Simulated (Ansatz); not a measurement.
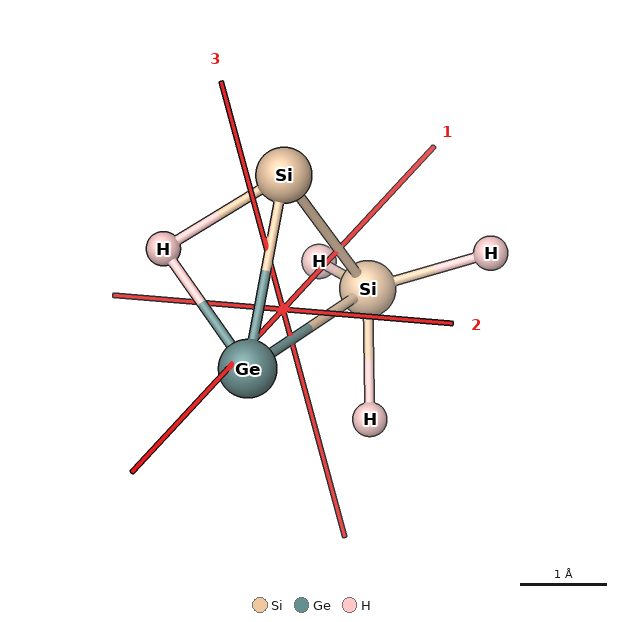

The three principal axes of inertia are drawn and numbered. Distant atoms are faded towards the background colour. The geometry was computed by an optimisation with PBE-D4/def2-SVP. No frequency run is at hand to confirm it as a minimum. Masses are those of the most abundant isotopes; constants are for the rigid equilibrium geometry.

> Which line is the a axis (least moment of inertia), which b and which c?

a is line 1, b is line 3, c is line 2; the moments are 89.4, 181, 261 u Å².

> What kind of rotor is it, and what are its rotational constants in cm⁻¹?

An asymmetric top (C1): A = 0.189, B = 0.0933, C = 0.0647 cm⁻¹. Ray's parameter κ is −0.54, nearer the prolate limit.
